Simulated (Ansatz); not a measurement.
# GaH3+ (doublet): correlated methods under varied settings at a displaced geometry (v2)

Aim: run GaH3+ (doublet) at one geometry under a spread of methods and options, and see what each costs and gives.

Computed with Ansatz 0.2.0, Gaussian basis. Level: the settings change from run to run.

16 further runs of the same task are left out: 6 for a known fault of the program, 4 that didn't finish, 6 set aside as unsound or not needed.

## Step 1: What is computed

The geometry is a PBE0/def2-TZVP stationary point (not a proven minimum) with its atoms shifted at random (size 0.100 Å). No spin-orbit coupling is included. The filled d shell of Ga may be among the frozen orbitals whatever the setting's name suggests; the logs give the count.

4 atoms, charge 1, spin multiplicity 2.

Atoms are counted from 1 here; the program's logs count them from 0.

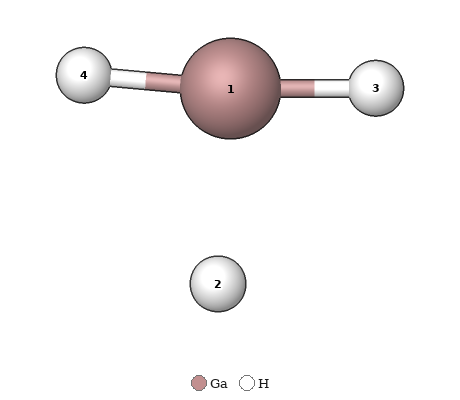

The structure; gallium pink, hydrogen white; atoms are numbered from 1 in the order of the file.

## Step 2: BCCD(T) on ROHF/cc-pVDZ

in.yaml reads:

```yaml
crystal:
  periodic: [false, false, false]
  atoms:
    - {symbol: Ga, position_ang: [0.003578, 0.026649, -0.000508]}
    - {symbol: H, position_ang: [-0.161296, -2.037568, 0.011086]}
    - {symbol: H, position_ang: [-0.084675, 0.124704, -1.524264]}
    - {symbol: H, position_ang: [-0.001567, 0.069435, 1.548290]}
basis:
  gaussian: {orbitals: cc-pVDZ}
total_charge: 1
magnetization: {spin_polarized: false, initial_magnetization: 1}
correlation: {method: bccd_t, electrons: outside_noble_gas}
output: {forces: true}
```

Started as:

```bash
$ ansatz run in.yaml --threads 1 --pin off --events-out ev --progress --plain --max-ram 2393MiB
```

Standard output, shortened:

```text
Functional definition: HF
  name "HF"
  cite "Fock, Z. Phys. 61, 126 (1930) doi:10.1007/BF01340294"
  parent pbe
[...]
450 factors; integrals over basis functions are off by at most 1.4e-3 eV
[...]
mean field -52370.61320547 eV, -1924.5845372245 hartree, gradient 8.2e-7 eV, S^2 0.750000; 0 other end points of the search recorded, 0 dependent functions left out
14 core orbitals not correlated: weight in the atoms' cores, before any rotation towards them, 0.997 or more for the frozen orbitals, at most 0.001 for the correlated occupied ones
reference -52370.61320547 eV, -1924.5845372245 hartree; 3, 2 occupied and 25, 26 virtual orbitals, 450 factors
second order -1.40302991 eV of doubles, -0.00939007 eV of singles
cycle   1  -1.74666599 eV  change   -3.3e-1 eV  update   4.7e-2
[...]
cycle  11  -1.90040787 eV  change   -1.9e-6 eV  update   4.5e-6
perturbative correction -0.02278866 eV, -0.0008374677 hartree
[...]
Total energy: -52372.53640200 eV, -1924.6552133933 hartree
Atom 0 at     0.003578     0.026649    -0.000508 Å, force    -0.134793    -0.007413     0.327173 eV/Å
Atom 1 at    -0.161296    -2.037568     0.011086 Å, force    -0.005257    -0.178895    -0.005088 eV/Å
Atom 2 at    -0.084675     0.124704    -1.524264 Å, force     0.061938     0.099509    -0.289313 eV/Å
Atom 3 at    -0.001567     0.069435     1.548290 Å, force     0.078112     0.086799    -0.032773 eV/Å
Dipole moment:     0.008104    -0.164308     0.000495 e Å
```

Run time: 1.4 s. Hardware: 1 thread of Arm Neoverse V2, shared host.

From the report: correlation -1.9232 eV; largest double amplitude 0.06.

## Step 3: CCSD/def2-SVP

in.yaml, as its differences from that of step 2:

```diff
@@ -8,6 +8,6 @@
 basis:
-  gaussian: {orbitals: cc-pVDZ}
+  gaussian: {orbitals: def2-SVP}
 total_charge: 1
 magnetization: {spin_polarized: false, initial_magnetization: 1}
-correlation: {method: bccd_t, electrons: outside_noble_gas}
-output: {forces: true}
+hamiltonian: {xc: {name: PBE}}
+correlation: {method: ccsd, electrons: outside_noble_gas}
```

Launched as before.

Standard output, shortened:

```text
Functional definition: PBE
  name "PBE"
  cite "Perdew, Burke & Ernzerhof, Phys. Rev. Lett. 77, 3865 (1996) doi:10.1103/PhysRevLett.77.3865"
  parent pbe
[...]
476 factors; integrals over basis functions are off by at most 1.5e-3 eV
[...]
mean field -52400.72982027 eV, -1925.6913024046 hartree, gradient 1.6e-6 eV, S^2 0.750000; 0 other end points of the search recorded, 0 dependent functions left out
14 core orbitals not correlated: weight in the atoms' cores, before any rotation towards them, 0.995 or more for the frozen orbitals, at most 0.001 for the correlated occupied ones
reference -52364.00464580 eV, -1924.3416771359 hartree; 3, 2 occupied and 30, 31 virtual orbitals, 476 factors
second order -1.55757282 eV of doubles, -0.28148855 eV of singles
cycle   1  -2.14873342 eV  change   -3.1e-1 eV  update   4.4e-2
[...]
cycle  10  -2.27800180 eV  change   -2.0e-6 eV  update   4.2e-6
Total energy: -52366.28264760 eV, -1924.4253921579 hartree
```

Run time: 1.1 s. Hardware: 1 thread of Arm Neoverse V2, shared host.

From the report: correlation -2.2780 eV; T1 0.041; largest double amplitude 0.06. The orbitals are Kohn-Sham ones, so correlation energy and T1 don't compare with those on Hartree-Fock orbitals.

## Step 4: HF/cc-pVDZ

in.yaml, as its differences from that of step 3:

```diff
@@ -8,6 +8,8 @@
 basis:
-  gaussian: {orbitals: def2-SVP}
+  gaussian: {orbitals: cc-pVDZ}
 total_charge: 1
 magnetization: {spin_polarized: false, initial_magnetization: 1}
-hamiltonian: {xc: {name: PBE}}
-correlation: {method: ccsd, electrons: outside_noble_gas}
+hamiltonian: {xc: hf}
+accuracy: high
+scf: {lower_state_search: off}
+output: {orbitals: {seedname: orbitals}}
```

The command is unchanged.

Standard output:

```text
Functional definition: HF
  name "HF"
  cite "Fock, Z. Phys. 61, 126 (1930) doi:10.1007/BF01340294"
  parent pbe
  exchange = exact_x
  correlation = 0
these checks for a lower state are left out or cut short: stability, starts, cluster_reference, orbital_swaps, neighbouring_geometries, increment
879 factors; integrals over basis functions are off by at most 4.6e-9 eV
mean field evaluation 1: about -52369.7306 eV, gradient 8.1e0 eV
mean field evaluation 2: about -52369.7408 eV, gradient 8.2e0 eV
mean field evaluation 4: about -52370.6123 eV, gradient 4.8e-1 eV
mean field evaluation 8: about -52370.6133 eV, gradient 1.5e-4 eV
mean field -52370.61329971 eV, -1924.5845406878 hartree, gradient 1.8e-8 eV, S^2 0.750000; 0 other end points of the search recorded, 0 dependent functions left out
reference -52370.61329971 eV, -1924.5845406878 hartree; 17, 16 occupied and 25, 26 virtual orbitals, 879 factors
Total energy: -52370.61329971 eV, -1924.5845406878 hartree
Checks for a lower state left out: stability, starts, cluster_reference, orbital_swaps, neighbouring_geometries, increment
```

Run time: 0.6 s. Hardware: 1 thread of Arm Neoverse V2, shared host.

## Step 5: MRCISD+Q(3,6)/STO-3G

in.yaml, as its differences from that of step 4:

```diff
@@ -8,8 +8,5 @@
 basis:
-  gaussian: {orbitals: cc-pVDZ}
+  gaussian: {orbitals: STO-3G}
 total_charge: 1
 magnetization: {spin_polarized: false, initial_magnetization: 1}
-hamiltonian: {xc: hf}
-accuracy: high
-scf: {lower_state_search: off}
-output: {orbitals: {seedname: orbitals}}
+correlation: {method: fic_mrcisd_q, electrons: valence, active_space: {window: {electrons: 3, orbitals: 6}}}
```

Same command.

Standard output, shortened:

```text
Functional definition: HF
  name "HF"
  cite "Fock, Z. Phys. 61, 126 (1930) doi:10.1007/BF01340294"
  parent pbe
[...]
211 factors; integrals over basis functions are off by at most 1.4e-4 eV
[...]
mean field -51765.67167685 eV, -1902.3533460918 hartree, gradient 1.3e-6 eV, S^2 0.750000; 13 other end points of the search recorded, 0 dependent functions left out
reference -51765.67167685 eV, -1902.3533460918 hartree; 17, 16 occupied and 4, 5 virtual orbitals, 211 factors
state -51766.61281632 eV, -1902.3879323294 hartree
contracted CI cycle   1: correlation 0.00000000 eV, 0.0000000000 hartree, residual 5.82e0 eV
contracted CI cycle   2: correlation -1.07896667 eV, -0.0396512938 hartree, residual 1.17e0 eV
contracted CI cycle   3: correlation -1.11777002 eV, -0.0410772906 hartree, residual 4.05e-1 eV
[...]
contracted CI cycle   8: correlation -1.09558463 eV, -0.0402619925 hartree, residual 3.11e-2 eV
contracted CI cycle   9: correlation -1.09561506 eV, -0.0402631106 hartree, residual 2.08e-2 eV
contracted CI cycle  10: correlation -1.09563251 eV, -0.0402637520 hartree, residual 1.55e-2 eV
contracted CI cycle  11: correlation -1.09563910 eV, -0.0402639944 hartree, residual 7.61e-3 eV
contracted CI cycle  12: correlation -1.09564063 eV, -0.0402640505 hartree, residual 4.09e-3 eV
contracted CI cycle  13: correlation -1.09564114 eV, -0.0402640692 hartree, residual 2.51e-3 eV
contracted CI cycle  14: correlation -1.09564131 eV, -0.0402640755 hartree, residual 1.09e-3 eV
state -51766.61064285 eV, -1902.3878524558 hartree; corrected -51767.75109422 eV, -1902.4297632707 hartree
state -51766.61281632 eV, -1902.3879323294 hartree; corrected -51767.78877337 eV, -1902.4311479540 hartree
the orbitals are reached from a further start. From the first start the search ends at -51766.60946418 eV, -1902.3878091405 hartree
Total energy: -51767.78877337 eV, -1902.4311479540 hartree
```

Wall time 1.2 s (1 thread of Arm Neoverse V2, shared host).

From the report: 90 determinants; active occupations 1.90, 1.00, 0.10, 0.00, 0.00, 0.00.

## Step 6: CASCI(1,5)/STO-3G

in.yaml, as its differences from that of step 5:

```diff
@@ -8,5 +8,6 @@
 basis:
-  gaussian: {orbitals: STO-3G}
+  gaussian: {orbitals: STO-3G, point_charges: [{charge: 1.00, position_ang: [4.899, -0.786, -0.745]}]}
 total_charge: 1
 magnetization: {spin_polarized: false, initial_magnetization: 1}
-correlation: {method: fic_mrcisd_q, electrons: valence, active_space: {window: {electrons: 3, orbitals: 6}}}
+correlation: {active_space: {window: {electrons: 1, orbitals: 5}, fixed_orbitals: true}}
+output: {forces: true}
```

Launched as before.

Standard output, shortened:

```text
Functional definition: HF
  name "HF"
  cite "Fock, Z. Phys. 61, 126 (1930) doi:10.1007/BF01340294"
  parent pbe
[...]
211 factors; integrals over basis functions are off by at most 1.4e-4 eV
[...]
mean field -51762.77771881 eV, -1902.2469950955 hartree, gradient 1.0e-6 eV, S^2 0.750000; 13 other end points of the search recorded, 0 dependent functions left out
reference -51762.77771881 eV, -1902.2469950955 hartree; 17, 16 occupied and 4, 5 virtual orbitals, 211 factors
state -51762.77771881 eV, -1902.2469950955 hartree
[...]
Total energy: -51762.77771881 eV, -1902.2469950955 hartree
Atom 0 at     0.003578     0.026649    -0.000508 Å, force    -1.529474    -7.694415     0.407517 eV/Å
Atom 1 at    -0.161296    -2.037568     0.011086 Å, force     0.469724     4.695432    -0.074737 eV/Å
Atom 2 at    -0.084675     0.124704    -1.524264 Å, force     0.243451     1.537783    -0.351339 eV/Å
Atom 3 at    -0.001567     0.069435     1.548290 Å, force     0.249239     1.558845     0.109344 eV/Å
Dipole moment:    -0.047542    -0.018783     0.017883 e Å
```

It took 0.63 s on 1 thread of Arm Neoverse V2, shared host.

From the report: 5 determinants; active occupations 1.00, 0.00, 0.00, 0.00, 0.00. With so small a space the active step adds no correlation: the energy is the mean field's.

## Step 7: CCSDT(Q)/B on UHF/cc-pVDZ

in.yaml reads:

```yaml
crystal:
  periodic: [false, false, false]
  atoms:
    - {symbol: Ga, position_ang: [0.003578, 0.026649, -0.000508]}
    - {symbol: H, position_ang: [-0.161296, -2.037568, 0.011086]}
    - {symbol: H, position_ang: [-0.084675, 0.124704, -1.524264]}
    - {symbol: H, position_ang: [-0.001567, 0.069435, 1.548290]}
basis:
  gaussian: {orbitals: cc-pVDZ}
total_charge: 1
magnetization: {spin_polarized: true, initial_magnetization: 1}
correlation: {method: ccsdt_q_b, electrons: outside_noble_gas}
```

The command is unchanged.

Standard output, shortened:

```text
Functional definition: HF
  name "HF"
  cite "Fock, Z. Phys. 61, 126 (1930) doi:10.1007/BF01340294"
  parent pbe
[...]
820 factors; integrals over basis functions are off by at most 2.4e-7 eV
[...]
mean field -52370.63047993 eV, -1924.5851720491 hartree, gradient 3.2e-6 eV, S^2 0.752794; 0 other end points of the search recorded, 0 dependent functions left out
14 core orbitals not correlated: weight in the atoms' cores, before any rotation towards them, 0.997 or more for the frozen orbitals, at most 0.001 for the correlated occupied ones
reference -52370.63047993 eV, -1924.5851720491 hartree; 3, 2 occupied and 25, 26 virtual orbitals, 820 factors
second order -1.40086565 eV of doubles, -0.00000000 eV of singles
cycle   1  -1.72715966 eV  change   -3.3e-1 eV  update   4.8e-2
[...]
cycle  15  -1.91552201 eV  change   -4.6e-7 eV  update   4.0e-7
perturbative correction -0.00057643 eV, -0.0000211835 hartree
Total energy: -52372.54657837 eV, -1924.6555873679 hartree
```

Run time: 2.5 s. Hardware: 1 thread of Arm Neoverse V2, shared host.

From the report: ⟨S²⟩ of the determinant 0.753 (pure doublet: 0.75); correlation -1.9161 eV; T1 0.014; largest double amplitude 0.06.

## Step 8: CASSCF(5,4)/def2-SVP

in.yaml, as its differences from that of step 7:

```diff
@@ -8,5 +8,6 @@
 basis:
-  gaussian: {orbitals: cc-pVDZ}
+  gaussian: {orbitals: def2-SVP}
 total_charge: 1
-magnetization: {spin_polarized: true, initial_magnetization: 1}
-correlation: {method: ccsdt_q_b, electrons: outside_noble_gas}
+magnetization: {spin_polarized: false, initial_magnetization: 1}
+correlation: {active_space: {window: {electrons: 5, orbitals: 4}}}
+output: {forces: true}
```

Same command.

Standard output, shortened:

```text
Functional definition: HF
  name "HF"
  cite "Fock, Z. Phys. 61, 126 (1930) doi:10.1007/BF01340294"
  parent pbe
[...]
476 factors; integrals over basis functions are off by at most 1.5e-3 eV
[...]
mean field -52364.73800759 eV, -1924.3686276845 hartree, gradient 1.2e-6 eV, S^2 0.750000; 0 other end points of the search recorded, 0 dependent functions left out
reference -52364.73800759 eV, -1924.3686276845 hartree; 17, 16 occupied and 30, 31 virtual orbitals, 476 factors
state -52365.18106657 eV, -1924.3849098018 hartree
[...]
Total energy: -52365.18106657 eV, -1924.3849098018 hartree
Atom 0 at     0.003578     0.026649    -0.000508 Å, force    -0.143195     0.231334    -0.052205 eV/Å
Atom 1 at    -0.161296    -2.037568     0.011086 Å, force    -0.024252    -0.424976    -0.012340 eV/Å
Atom 2 at    -0.084675     0.124704    -1.524264 Å, force     0.082992     0.087329    -0.028407 eV/Å
Atom 3 at    -0.001567     0.069435     1.548290 Å, force     0.084455     0.106314     0.092952 eV/Å
Dipole moment:     0.010222    -0.168417     0.021620 e Å
```

Run time: 1.5 s. Hardware: 1 thread of Arm Neoverse V2, shared host.

From the report: 24 determinants; active occupations 2.00, 1.97, 1.00, 0.03.

## Step 9: NEVPT2(5,4)/6-31G*

in.yaml, as its differences from that of step 8:

```diff
@@ -8,6 +8,5 @@
 basis:
-  gaussian: {orbitals: def2-SVP}
+  gaussian: {orbitals: "6-31G*"}
 total_charge: 1
 magnetization: {spin_polarized: false, initial_magnetization: 1}
-correlation: {active_space: {window: {electrons: 5, orbitals: 4}}}
-output: {forces: true}
+correlation: {method: sc_nevpt2, electrons: outside_noble_gas, active_space: {window: {electrons: 5, orbitals: 4}}}
```

The command is unchanged.

Standard output, shortened:

```text
Functional definition: HF
  name "HF"
  cite "Fock, Z. Phys. 61, 126 (1930) doi:10.1007/BF01340294"
  parent pbe
[...]
407 factors; integrals over basis functions are off by at most 4.6e-4 eV
[...]
mean field -52363.66064618 eV, -1924.3290353832 hartree, gradient 2.9e-6 eV, S^2 0.750000; 0 other end points of the search recorded, 0 dependent functions left out
reference -52363.66064618 eV, -1924.3290353832 hartree; 17, 16 occupied and 24, 25 virtual orbitals, 407 factors
state -52364.10395797 eV, -1924.3453267910 hartree
state -52364.10395797 eV, -1924.3453267910 hartree; corrected -52364.76245225 eV, -1924.3695260095 hartree
state -52364.09687692 eV, -1924.3450665673 hartree
state -52364.09687692 eV, -1924.3450665673 hartree; corrected -52364.75793756 eV, -1924.3693600977 hartree
state -52364.10395797 eV, -1924.3453267910 hartree; corrected -52364.76245225 eV, -1924.3695260095 hartree
Total energy: -52364.76245225 eV, -1924.3695260095 hartree
```

Wall time 0.93 s (1 thread of Arm Neoverse V2, shared host).

From the report: 24 determinants; active occupations 2.00, 1.97, 1.00, 0.03.

## Step 10: CCSD(T) on UHF/cc-pVDZ

in.yaml reads:

```yaml
crystal:
  periodic: [false, false, false]
  atoms:
    - {symbol: Ga, position_ang: [0.003578, 0.026649, -0.000508]}
    - {symbol: H, position_ang: [-0.161296, -2.037568, 0.011086]}
    - {symbol: H, position_ang: [-0.084675, 0.124704, -1.524264]}
    - {symbol: H, position_ang: [-0.001567, 0.069435, 1.548290]}
basis:
  gaussian: {orbitals: cc-pVDZ}
total_charge: 1
magnetization: {spin_polarized: true, initial_magnetization: 1}
correlation: {method: ccsd_t, electrons: outside_noble_gas, diis_vectors: 4}
```

The command is unchanged.

Standard output, shortened:

```text
Functional definition: HF
  name "HF"
  cite "Fock, Z. Phys. 61, 126 (1930) doi:10.1007/BF01340294"
  parent pbe
[...]
450 factors; integrals over basis functions are off by at most 1.4e-3 eV
[...]
mean field -52370.63038585 eV, -1924.5851685917 hartree, gradient 2.9e-6 eV, S^2 0.752794; 0 other end points of the search recorded, 0 dependent functions left out
14 core orbitals not correlated: weight in the atoms' cores, before any rotation towards them, 0.997 or more for the frozen orbitals, at most 0.001 for the correlated occupied ones
reference -52370.63038585 eV, -1924.5851685917 hartree; 3, 2 occupied and 25, 26 virtual orbitals, 450 factors
second order -1.40083524 eV of doubles, -0.00000000 eV of singles
cycle   1  -1.72714566 eV  change   -3.3e-1 eV  update   4.7e-2
[...]
cycle  11  -1.88375642 eV  change    2.6e-6 eV  update   5.0e-6
perturbative correction -0.02233517 eV, -0.0008208023 hartree
Total energy: -52372.53647744 eV, -1924.6552161656 hartree
```

Wall time 0.45 s (1 thread of Arm Neoverse V2, shared host).

From the report: ⟨S²⟩ of the determinant 0.753 (pure doublet: 0.75); correlation -1.9061 eV; T1 0.013; largest double amplitude 0.06.

## Step 11: All runs side by side

```csv
level,correlated,functions,energy (eV),time
BCCD(T) on ROHF/cc-pVDZ,outside noble gas,42,-52372.5364,1.4 s
CCSD/def2-SVP (on PBE orbitals),outside noble gas,47,-52366.2826,1.1 s
HF/cc-pVDZ,,42,-52370.6133,0.6 s
"MRCISD+Q(3,6)/STO-3G",valence,21,-51767.7888,1.2 s
"CASCI(1,5)/STO-3G (beside a point charge)",,21,-51762.7777,0.63 s
CCSDT(Q)/B on UHF/cc-pVDZ,outside noble gas,42,-52372.5466,2.5 s
"CASSCF(5,4)/def2-SVP",,47,-52365.1811,1.5 s
"NEVPT2(5,4)/6-31G*",outside noble gas,41,-52364.7625,0.93 s
CCSD(T) on UHF/cc-pVDZ,outside noble gas,42,-52372.5365,0.45 s
```

## Step 12: Outcome

| quantity | value |
| --- | --- |
| runs | 9 |
| quickest | CCSD(T) on UHF/cc-pVDZ, 0.45 s |
| slowest | CCSDT(Q)/B on UHF/cc-pVDZ, 2.5 s |

In words: Total energies in different bases, with other cores or another treatment of relativity can't be set against each other. CCSDT(Q)/B on UHF/cc-pVDZ took 6 times as long as CCSD(T) on UHF/cc-pVDZ; the jobs differ in more than the method.
